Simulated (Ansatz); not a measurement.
Consider Fe₂Sb.

Input

```
crystal:
  lattice:
    - [5.802315433, 0.0, 0.0]
    - [0.0, 5.802315433, 0.0]
    - [0.0, 0.0, 5.802315433]
  atoms:
    - { symbol: Fe, position: [0.25, 0.25, 0.25], spin: 3.51 }
    - { symbol: Fe, position: [0.25, 0.75, 0.75], spin: 3.51 }
    - { symbol: Fe, position: [0.75, 0.75, 0.25], spin: 3.51 }
    - { symbol: Fe, position: [0.75, 0.25, 0.75], spin: 3.51 }
    - { symbol: Sb, position: [0.0, 0.0, 0.0] }
    - { symbol: Sb, position: [0.5, 0.5, 0.5] }
basis:
  ecutwfc: 420
kpoints:
  mp_grid: { grid: [8, 8, 8] }
hamiltonian:
  xc: pbe
scf:
  occupations: { method: gaussian, width: 0.1 }
output:
  forces: true
  stress: true
  eigenvalues: true
  populations: true
  write_density: true
  write_potential: true
  elf: true
  volumetric_format: npy
magnetization:
  spin_polarized: true
relax:
  adjacent_minimum: "off"
  f_tol: 0.01
  max_steps: 80
  cell: { stress_tol: 0.05 }
```

Run with:

```sh
ansatz run input.yaml --threads 1 --pin off --max-ram 2560MiB --backend cpu --events-out ev --progress --plain --runs-dir out
```

Below, planes, directions and counts refer to the conventional cell (a = 5.81 Å, b = 5.81 Å, c = 5.81 Å, α = 90.00°, β = 90.00°, γ = 90.00°).

The fields are those of the relaxed geometry.

Space group Pn-3m; started from the cuprite_224 prototype, which need not be the ambient phase; spin-polarised.

Computed with Ansatz, DFT PBE, scalar-relativistic, plane waves, PAW.

### What will maps of the valence pseudo-density, electron localisation function and spin density show?

Fe–Sb (2.51 Å): ρ at the midpoint is about 0.48 e/Å³; the ELF reaches about 0.55 near the midpoint.
The spin density sits on Fe: +3.2 μB (×4) in one cell of 6 atoms: parallel main moments (a ferromagnetic arrangement) in this solution. The cell of the calculation (6 atoms) carries 14.0 μB of net spin moment.

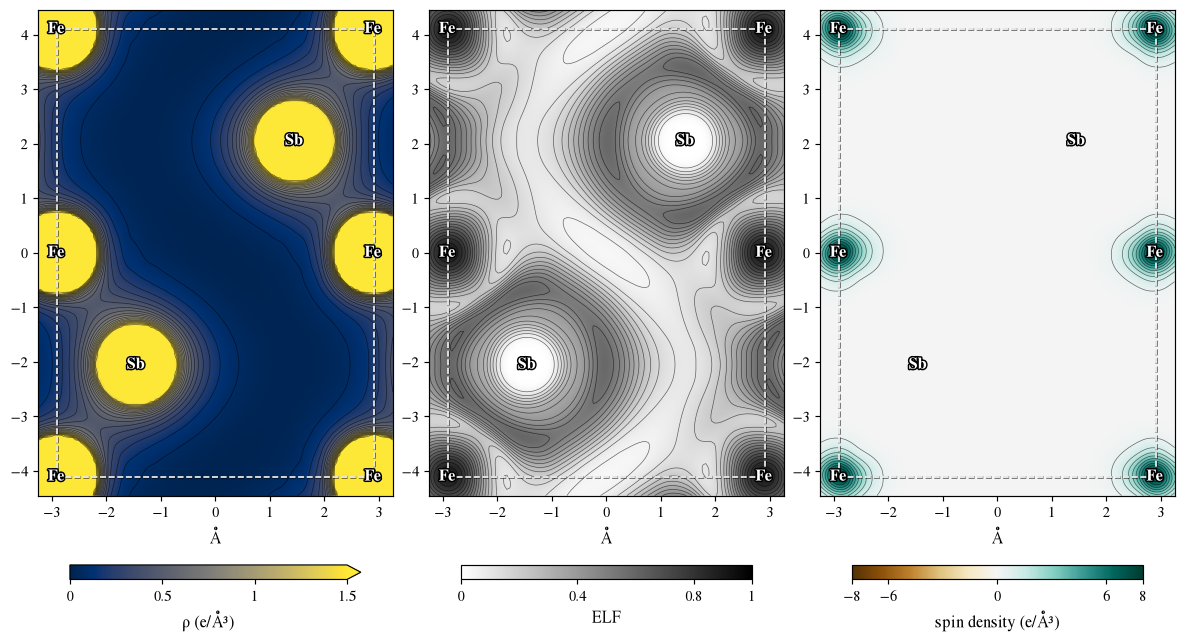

Computed valence pseudo-density, electron localisation function and spin density on the (011) plane of the conventional cell, in this order. 

The density is the valence pseudo-density of a PAW calculation; it isn't the true density close to the nuclei.
